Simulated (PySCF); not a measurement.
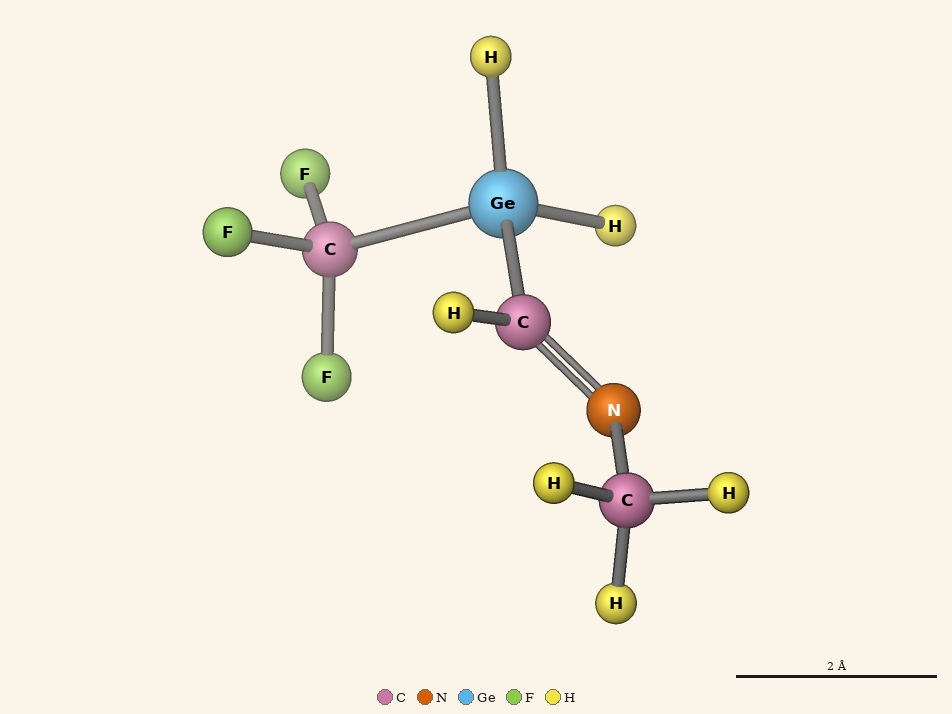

Atoms fade into the background with distance from the viewer. Computed geometry: PBE0-D3(BJ)/def2-SVP optimisation. No frequency run is at hand to confirm it as a minimum. Masses are those of the most abundant isotopes; constants are for the rigid equilibrium geometry.

Question: Classify the rotor and give the rotational constants (MHz).

Answer: An asymmetric top (C1): A = 2537, B = 793, C = 697 MHz. Ray's parameter κ is −0.90, close to the prolate limit.
